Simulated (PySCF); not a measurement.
# C4H5BO: NMR shifts at several levels of theory, part 2 of 2

PySCF 2.14.0. Atoms count from 0. Earlier steps stand in the parts before.

**8. NMR shieldings: KT2/pcSseg-2**

What the job is given:

```
{"job": {"kind": "nmr", "xc": "KT2", "basis": "pcSseg-2", "pop": false}, "charge": 0, "multiplicity": 1}
B      2.115831     0.088587    -0.072224
C      0.592067     0.033015    -0.095581
C     -0.395162     0.805769     0.626048
C     -1.611130     0.358402     0.227559
O     -1.466138    -0.637050    -0.691080
C     -0.160465    -0.821771    -0.874604
H      2.700659     0.878156     0.632894
H      2.751570    -0.668153    -0.770763
H     -0.197995     1.593616     1.350156
H     -2.634761     0.621611     0.480326
H      0.123189    -1.593386    -1.588185
```

Level: GIAO KT2/pcSseg-2 NMR shielding, non-relativistic, gas phase.

The log of the run:

```text
coarse grid: 9616 points
cycle   1  E = -259.8466454309  dE =  8.077e-01  |g| = 5.956e-01  |ddm| = 3.222e+00
cycle   2  E = -259.7000486603  dE =  1.466e-01  |g| = 1.001e+00  |ddm| = 1.189e+00
cycle   3  E = -259.9240971262  dE = -2.240e-01  |g| = 1.357e-01  |ddm| = 7.426e-01
cycle   4  E = -259.9278342812  dE = -3.737e-03  |g| = 5.459e-02  |ddm| = 1.497e-01
cycle   5  E = -259.9285344825  dE = -7.002e-04  |g| = 2.202e-02  |ddm| = 5.438e-02
cycle   6  E = -259.9286558945  dE = -1.214e-04  |g| = 7.262e-03  |ddm| = 2.124e-02
cycle   7  E = -259.9286685018  dE = -1.261e-05  |g| = 2.148e-03  |ddm| = 5.914e-03
cycle   8  E = -259.9286695651  dE = -1.063e-06  |g| = 4.153e-04  |ddm| = 1.868e-03
final grid: 94112 points
cycle   9  E = -259.9483854945  dE = -4.170e-04  |g| = 8.128e-03  |ddm| = 4.191e-01
cycle  10  E = -259.9483667930  dE =  1.870e-05  |g| = 1.147e-02  |ddm| = 1.742e-02
cycle  11  E = -259.9483983181  dE = -3.153e-05  |g| = 3.330e-03  |ddm| = 9.833e-03
cycle  12  E = -259.9484002095  dE = -1.891e-06  |g| = 1.418e-03  |ddm| = 2.728e-03
cycle  13  E = -259.9484006276  dE = -4.181e-07  |g| = 5.072e-04  |ddm| = 1.279e-03
cycle  14  E = -259.9484007010  dE = -7.341e-08  |g| = 2.112e-04  |ddm| = 5.958e-04
cycle  15  E = -259.9484007131  dE = -1.202e-08  |g| = 5.105e-05  |ddm| = 1.776e-04
cycle  16  E = -259.9484007137  dE = -6.764e-10  |g| = 1.268e-05  |ddm| = 5.280e-05
converged SCF energy = -259.9484007137

GIAO shielding tensors (ppm)
atom      isotropic    diamagn.    paramagn.     s11        s22        s33       span
  0 B       36.896     193.677    -156.781    -11.095     -6.812    128.596    139.691
  1 C       51.136     254.492    -203.356    -26.912     14.562    165.757    192.669
  2 C       65.725     256.405    -190.680    -20.403     68.684    148.894    169.296
  3 C       39.619     256.293    -216.674    -32.148     52.187     98.818    130.967
  4 O        8.067     387.271    -379.204   -127.314    -78.105    229.621    356.935
  5 C       24.394     257.534    -233.140    -44.581     21.944     95.818    140.398
  6 H       24.416      28.423      -4.007     20.125     25.902     27.221      7.096
  7 H       24.489      28.309      -3.820     20.219     25.978     27.269      7.049
  8 H       24.321      31.098      -6.777     22.934     24.020     26.010      3.077
  9 H       23.581      29.538      -5.957     21.093     24.315     25.336      4.243
 10 H       23.196      30.832      -7.636     20.980     23.560     25.048      4.068
```

It took 79 s on 1 thread of Arm Neoverse N1, shared host; peak memory 0.86 GiB.

In short: δ C5 157.9, C3 142.7, C1 131.1, C2 116.6, H10 7.98, H9 7.60 ppm.

**9. NMR shieldings: KT3/pcSseg-2**

Settings changed since step 8:

```diff
@@ -1,2 +1,2 @@
-{"job": {"kind": "nmr", "xc": "KT2", "basis": "pcSseg-2", "pop": false}, "charge": 0, "multiplicity": 1}
+{"job": {"kind": "nmr", "xc": "KT3", "basis": "pcSseg-2", "pop": false}, "charge": 0, "multiplicity": 1}
 B      2.115831     0.088587    -0.072224
```

Method: GIAO KT3/pcSseg-2 NMR shielding, non-relativistic, gas phase.

The log of the run:

```text
coarse grid: 9616 points
cycle   1  E = -259.4906575470  dE =  7.947e-01  |g| = 5.940e-01  |ddm| = 3.003e+00
cycle   2  E = -259.3440592880  dE =  1.466e-01  |g| = 9.927e-01  |ddm| = 1.208e+00
cycle   3  E = -259.5694031018  dE = -2.253e-01  |g| = 1.358e-01  |ddm| = 7.593e-01
cycle   4  E = -259.5731828480  dE = -3.780e-03  |g| = 5.698e-02  |ddm| = 1.505e-01
cycle   5  E = -259.5739390942  dE = -7.562e-04  |g| = 2.412e-02  |ddm| = 5.663e-02
cycle   6  E = -259.5740822171  dE = -1.431e-04  |g| = 9.341e-03  |ddm| = 2.285e-02
cycle   7  E = -259.5741009424  dE = -1.873e-05  |g| = 3.567e-03  |ddm| = 7.305e-03
cycle   8  E = -259.5741035342  dE = -2.592e-06  |g| = 1.167e-03  |ddm| = 2.867e-03
final grid: 94112 points
cycle   9  E = -259.5883404702  dE = -3.598e-04  |g| = 9.687e-03  |ddm| = 3.194e-01
cycle  10  E = -259.5882827535  dE =  5.772e-05  |g| = 2.003e-02  |ddm| = 1.366e-02
cycle  11  E = -259.5883541503  dE = -7.140e-05  |g| = 2.600e-03  |ddm| = 1.045e-02
cycle  12  E = -259.5883551530  dE = -1.003e-06  |g| = 1.781e-03  |ddm| = 3.110e-03
cycle  13  E = -259.5883560438  dE = -8.908e-07  |g| = 1.556e-04  |ddm| = 1.230e-03
cycle  14  E = -259.5883560492  dE = -5.396e-09  |g| = 4.651e-05  |ddm| = 1.758e-04
cycle  15  E = -259.5883560498  dE = -5.906e-10  |g| = 1.346e-05  |ddm| = 4.510e-05
converged SCF energy = -259.5883560498

GIAO shielding tensors (ppm)
atom      isotropic    diamagn.    paramagn.     s11        s22        s33       span
  0 B       39.100     193.280    -154.180     -6.222     -3.375    126.895    133.117
  1 C       52.603     257.705    -205.102    -24.244     16.718    165.335    189.579
  2 C       65.637     257.608    -191.971    -19.580     68.311    148.180    167.760
  3 C       40.479     257.909    -217.430    -30.997     53.415     99.019    130.015
  4 O       12.139     388.951    -376.812   -121.994    -70.189    228.598    350.592
  5 C       25.165     258.333    -233.168    -44.943     24.319     96.119    141.061
  6 H       24.782      28.871      -4.089     20.634     26.190     27.522      6.888
  7 H       24.850      28.790      -3.940     20.723     26.259     27.569      6.846
  8 H       24.516      30.883      -6.367     23.149     24.164     26.237      3.089
  9 H       23.776      29.902      -6.126     21.327     24.464     25.537      4.210
 10 H       23.368      31.064      -7.696     21.193     23.683     25.228      4.035
```

Run time: 77 s. Hardware: 1 thread of Arm Neoverse N1, shared host; peak memory 0.86 GiB.

This run: δ C5 156.1, C3 140.8, C1 128.7, C2 115.7, H10 7.99, H9 7.58 ppm.

**10. NMR shieldings: B97-D/pcSseg-2**

Settings changed since step 9:

```diff
@@ -1,2 +1,2 @@
-{"job": {"kind": "nmr", "xc": "KT3", "basis": "pcSseg-2", "pop": false}, "charge": 0, "multiplicity": 1}
+{"job": {"kind": "nmr", "xc": "B97-D", "basis": "pcSseg-2", "pop": false}, "charge": 0, "multiplicity": 1}
 B      2.115831     0.088587    -0.072224
```

With the program's defaults for keys left out, this is: GIAO B97-D/pcSseg-2 NMR shielding, non-relativistic, gas phase.

The log of the run:

```text
coarse grid: 9616 points
cycle   1  E = -255.2902233117  dE =  7.634e-01  |g| = 5.950e-01  |ddm| = 2.437e+00
cycle   2  E = -255.1429580063  dE =  1.473e-01  |g| = 1.001e+00  |ddm| = 1.159e+00
cycle   3  E = -255.3665961664  dE = -2.236e-01  |g| = 1.472e-01  |ddm| = 7.362e-01
cycle   4  E = -255.3709110100  dE = -4.315e-03  |g| = 6.442e-02  |ddm| = 1.525e-01
cycle   5  E = -255.3718698735  dE = -9.589e-04  |g| = 2.781e-02  |ddm| = 6.208e-02
cycle   6  E = -255.3720487576  dE = -1.789e-04  |g| = 1.151e-02  |ddm| = 2.569e-02
cycle   7  E = -255.3720759013  dE = -2.714e-05  |g| = 3.982e-03  |ddm| = 8.316e-03
cycle   8  E = -255.3720793225  dE = -3.421e-06  |g| = 1.271e-03  |ddm| = 3.237e-03
final grid: 94112 points
cycle   9  E = -255.3738245600  dE = -1.405e-04  |g| = 7.087e-03  |ddm| = 1.249e-01
cycle  10  E = -255.3737760696  dE =  4.849e-05  |g| = 1.602e-02  |ddm| = 1.493e-02
cycle  11  E = -255.3738354683  dE = -5.940e-05  |g| = 2.083e-03  |ddm| = 9.999e-03
cycle  12  E = -255.3738364317  dE = -9.633e-07  |g| = 8.226e-04  |ddm| = 1.992e-03
cycle  13  E = -255.3738365885  dE = -1.568e-07  |g| = 4.013e-04  |ddm| = 8.063e-04
cycle  14  E = -255.3738366299  dE = -4.135e-08  |g| = 8.551e-05  |ddm| = 3.205e-04
cycle  15  E = -255.3738366317  dE = -1.790e-09  |g| = 2.655e-05  |ddm| = 7.814e-05
cycle  16  E = -255.3738366318  dE = -1.667e-10  |g| = 6.048e-06  |ddm| = 2.272e-05
converged SCF energy = -255.3738366318

GIAO shielding tensors (ppm)
atom      isotropic    diamagn.    paramagn.     s11        s22        s33       span
  0 B       34.690     194.964    -160.274    -11.652     -8.810    124.532    136.184
  1 C       44.619     258.485    -213.866    -35.093      6.245    162.705    197.798
  2 C       57.501     254.419    -196.918    -31.364     58.915    144.952    176.316
  3 C       33.137     255.453    -222.316    -41.643     46.840     94.214    135.857
  4 O        5.799     389.722    -383.923   -132.346    -80.164    229.907    362.253
  5 C       17.473     256.308    -238.835    -55.960     17.136     91.241    147.202
  6 H       24.711      29.336      -4.625     20.311     26.289     27.534      7.223
  7 H       24.769      29.151      -4.383     20.359     26.359     27.589      7.230
  8 H       24.506      32.033      -7.527     23.265     23.912     26.341      3.075
  9 H       23.852      30.656      -6.804     21.442     24.307     25.808      4.366
 10 H       23.422      31.566      -8.144     21.272     23.527     25.468      4.196
```

It took 80 s on 1 thread of Arm Neoverse N1, shared host; peak memory 0.86 GiB.

In short: δ C5 161.6, C3 145.9, C1 134.4, C2 121.5, H10 7.97, H9 7.54 ppm.

**11. NMR shieldings: B3LYP/pcSseg-2**

Settings changed since step 10:

```diff
@@ -1,2 +1,2 @@
-{"job": {"kind": "nmr", "xc": "B97-D", "basis": "pcSseg-2", "pop": false}, "charge": 0, "multiplicity": 1}
+{"job": {"kind": "nmr", "xc": "B3LYP", "basis": "pcSseg-2", "pop": false}, "charge": 0, "multiplicity": 1}
 B      2.115831     0.088587    -0.072224
```

With the program's defaults for keys left out, this is: GIAO B3LYP/pcSseg-2 NMR shielding, non-relativistic, gas phase.

The log of the run:

```text
coarse grid: 9616 points
cycle   1  E = -255.5051378867  dE =  9.126e-01  |g| = 5.206e-01  |ddm| = 2.356e+00
cycle   2  E = -255.4509163125  dE =  5.422e-02  |g| = 7.305e-01  |ddm| = 9.043e-01
cycle   3  E = -255.5635217186  dE = -1.126e-01  |g| = 8.680e-02  |ddm| = 4.902e-01
cycle   4  E = -255.5649751649  dE = -1.453e-03  |g| = 3.694e-02  |ddm| = 9.002e-02
cycle   5  E = -255.5652705165  dE = -2.954e-04  |g| = 1.563e-02  |ddm| = 3.349e-02
cycle   6  E = -255.5653202828  dE = -4.977e-05  |g| = 6.175e-03  |ddm| = 1.391e-02
cycle   7  E = -255.5653284838  dE = -8.201e-06  |g| = 1.470e-03  |ddm| = 4.050e-03
final grid: 94112 points
cycle   8  E = -255.5721418774  dE = -6.444e-05  |g| = 6.190e-03  |ddm| = 4.363e-02
cycle   9  E = -255.5721285911  dE =  1.329e-05  |g| = 9.993e-03  |ddm| = 9.873e-03
cycle  10  E = -255.5721502701  dE = -2.168e-05  |g| = 1.537e-03  |ddm| = 6.128e-03
cycle  11  E = -255.5721507626  dE = -4.924e-07  |g| = 4.064e-04  |ddm| = 1.178e-03
cycle  12  E = -255.5721507960  dE = -3.344e-08  |g| = 1.740e-04  |ddm| = 3.675e-04
cycle  13  E = -255.5721508036  dE = -7.556e-09  |g| = 5.018e-05  |ddm| = 1.516e-04
cycle  14  E = -255.5721508042  dE = -5.937e-10  |g| = 6.909e-06  |ddm| = 3.731e-05
converged SCF energy = -255.5721508042

GIAO shielding tensors (ppm)
atom      isotropic    diamagn.    paramagn.     s11        s22        s33       span
  0 B       28.765     192.810    -164.045    -20.754    -17.419    124.467    145.222
  1 C       39.003     256.627    -217.625    -46.594     -0.186    163.788    210.383
  2 C       52.128     252.645    -200.517    -43.907     54.526    145.766    189.673
  3 C       27.029     253.688    -226.658    -54.831     41.473     94.446    149.277
  4 O        0.694     388.662    -387.968   -140.637    -92.629    235.348    375.985
  5 C        9.298     254.210    -244.912    -72.231      8.979     91.147    163.378
  6 H       24.595      29.190      -4.595     20.086     26.125     27.573      7.487
  7 H       24.660      29.061      -4.401     20.112     26.200     27.669      7.557
  8 H       24.396      32.004      -7.609     23.048     23.741     26.397      3.348
  9 H       23.812      30.685      -6.873     21.281     24.197     25.958      4.678
 10 H       23.343      31.542      -8.200     21.061     23.320     25.647      4.585
```

Wall time 61 s (1 thread of Arm Neoverse N1, shared host); peak memory 1.1 GiB.

Key values: δ C5 169.9, C3 152.2, C1 140.2, C2 127.1, H10 8.05, H9 7.58 ppm.

**12. Side by side: NMR shifts**

Shifts (ppm) of some atoms, chosen among heavy atoms and hydrogens apart, means over like atoms, with basis size and wall time:

```tsv
run	C5	C1	C2	H10	H6	B0	O4	functions	time
HF/pcSseg-2	174.4	131.5	125.5	8.24	6.45	64.0	282.5	286	34 s
LDA/pcSseg-2	171.6	146.9	130.4	8.00	7.35	74.7	344.8	286	64 s
PBE/pcSseg-2	166.1	139.9	125.3	8.00	7.01	67.6	332.9	286	80 s
BLYP/pcSseg-2	166.7	140.8	125.5	7.97	6.79	66.5	332.3	286	80 s
BP86/pcSseg-2	165.6	139.3	125.0	8.00	6.95	66.3	329.9	286	81 s
OPBE/pcSseg-2	160.1	132.5	120.8	8.05	6.96	63.5	321.2	286	83 s
KT2/pcSseg-2	157.9	131.1	116.6	7.98	6.72	61.4	316.3	286	79 s
KT3/pcSseg-2	156.1	128.7	115.7	7.99	6.54	59.5	311.7	286	77 s
B97-D/pcSseg-2	161.6	134.4	121.5	7.97	6.66	61.7	319.4	286	80 s
B3LYP/pcSseg-2	169.9	140.2	127.1	8.05	6.76	67.6	325.2	286	61 s
```

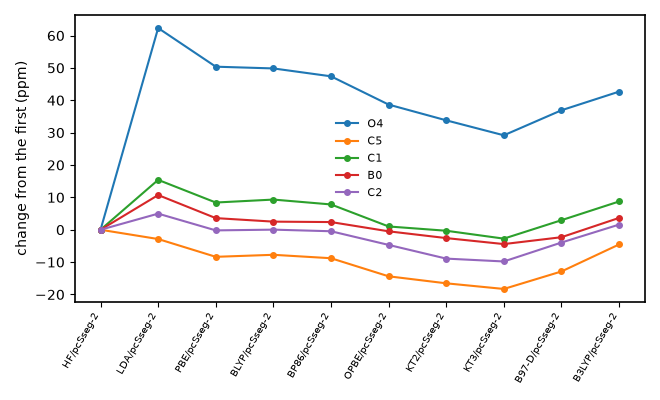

How five of the tabulated atoms move from run to run.

**13. Summary of results**

The summary covers parts 1 to 2.

```
                                                            quantity                           value
                                13C shifts against TMS (HF/pcSseg-2)  174.4, 150.6, 131.5, 125.5 ppm
1H shifts against TMS (HF/pcSseg-2, means over atoms taken as alike)      8.24, 7.61, 7.10, 6.45 ppm
                           11B shifts against BF3·OEt2 (HF/pcSseg-2)                        64.0 ppm
                                17O shifts against H2O (HF/pcSseg-2)                       282.5 ppm
                                            range of the shift of O4              282.5 to 344.8 ppm
```

What this shows: Single values in the summary come from the first run of each kind that ended normally (HF/pcSseg-2), which need not be the best level. At HF/pcSseg-2: Shielding is most anisotropic at O4 (span 364 ppm, paramagnetic term -344 ppm). NICS(1)zz of -26 ppm above the planar ring from C1 marks a diatropic (aromatic) ring current. In ppm, O4 moves most: its shift spreads over 62.3 ppm, from 282.5 (HF/pcSseg-2) to 344.8 (LDA/pcSseg-2).
